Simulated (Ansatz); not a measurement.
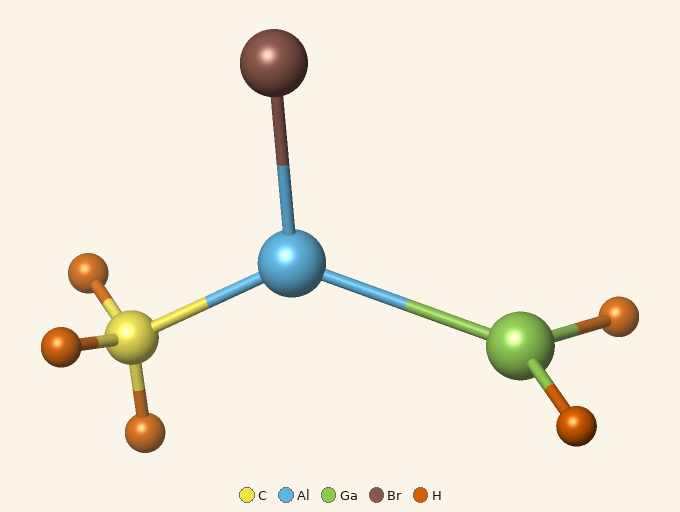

A ball-and-stick model of a molecule.

> Which formula does it have?

CH5AlBrGa, 9 atoms: 1 carbon, 5 hydrogen, 1 aluminium, 1 bromine and 1 gallium.

> How many sets of symmetry-equivalent atoms are there?

7: 1 C, 1 Al, 1 Ga, 1 Br, 2 H, 1 H, 2 H.

> Count the bonded pairs by element.

3 C–H, 2 Ga–H, 1 C–Al, 1 Al–Ga, 1 Al–Br.

More results for the same structure follow; atom numbers are the same in all pictures, views and colours differ. The geometry was computed by an optimisation with PBE0-D4/def2-TZVP.

Shape

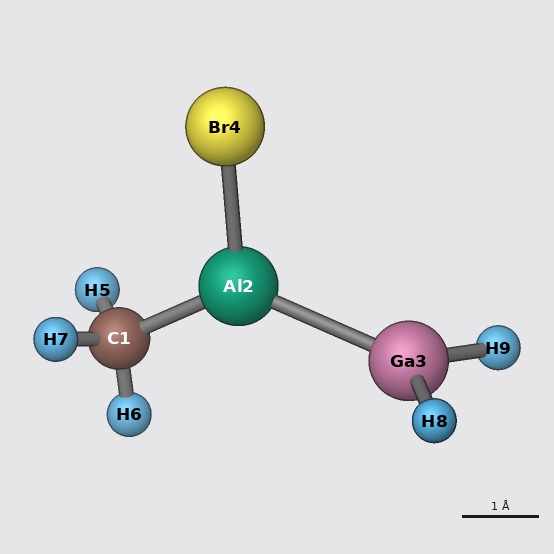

List the bonds and their lengths.

```json
{"bond": "C1–Al2", "length (Å)": "1.947"}
{"bond": "C1–H5", "length (Å)": "1.095"}
{"bond": "C1–H6", "length (Å)": "1.093"}
{"bond": "C1–H7", "length (Å)": "1.095"}
{"bond": "Al2–Ga3", "length (Å)": "2.510"}
{"bond": "Al2–Br4", "length (Å)": "2.286"}
{"bond": "Ga3–H8", "length (Å)": "1.578"}
{"bond": "Ga3–H9", "length (Å)": "1.578"}
```

Vibrations

Harmonic vibrations computed with RKS PBE0-D4/def2-TZVP (Ansatz 0.2.0) at a stationary point of the same level.

> List the wavenumbers.

21 modes: 42, 58, 110, 126, 137, 255, 344, 405, 526, 616, 659, 686, 758, 1213, 1433, 1436, 1927, 1933, 3036, 3115, 3133 cm⁻¹.

Levels of theory compared

Program: Ansatz 0.2.0.

At this fixed geometry, give vertical IP (eV) at these levels: B2PLYP (frozen core)/def2-TZVPP; B3LYP-D4/def2-TZVPP; CCSD(T)/CBS (MP2 limit from def2-TZVPP and def2-QZVPP plus CCSD(T) − MP2); PBE-D4/def2-TZVPP; PBE0-D4/def2-TZVPP; r2SCAN-D4/def2-TZVPP; ωB97M-V/def2-TZVPP; ωB97X-V/def2-TZVPP.

```tsv
level	vertical IP (eV)
B2PLYP (frozen core)/def2-TZVPP	8.85
B3LYP-D4/def2-TZVPP	8.80
CCSD(T)/CBS (MP2 limit from def2-TZVPP and def2-QZVPP plus CCSD(T) − MP2)	9.15
PBE-D4/def2-TZVPP	8.53
PBE0-D4/def2-TZVPP	8.79
r2SCAN-D4/def2-TZVPP	8.67
ωB97M-V/def2-TZVPP	8.98
ωB97X-V/def2-TZVPP	9.03
```

Charges

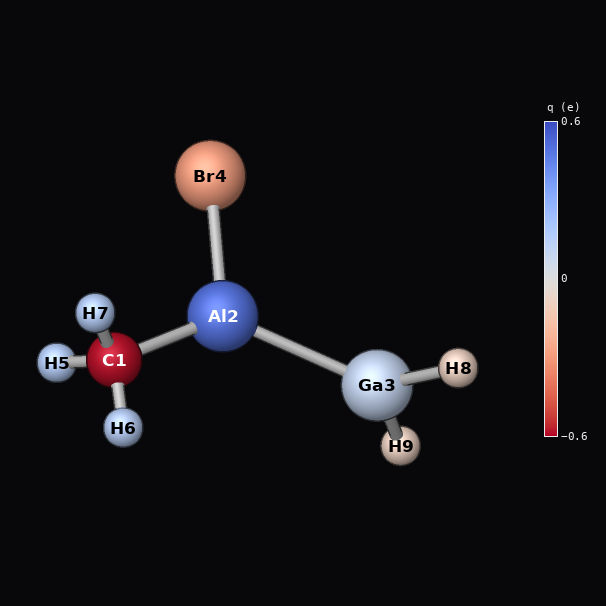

Atoms are coloured by their Mulliken charges. Properties computed with RKS PBE0-D4/def2-TZVP (Ansatz 0.2.0).

> Which atom carries the highest charge (most positive or least negative)?

Al2 (0.48 e).

> And the lowest?

C1 (−0.58 e).

List the Mulliken charges.

```tsv
atom	value (e)
C1	−0.58
Al2	0.48
Ga3	0.10
Br4	−0.28
H5	0.15
H6	0.14
H7	0.15
H8	−0.08
H9	−0.08
```

Mulliken values depend strongly on the basis set and can even reverse the polarity of a bond.
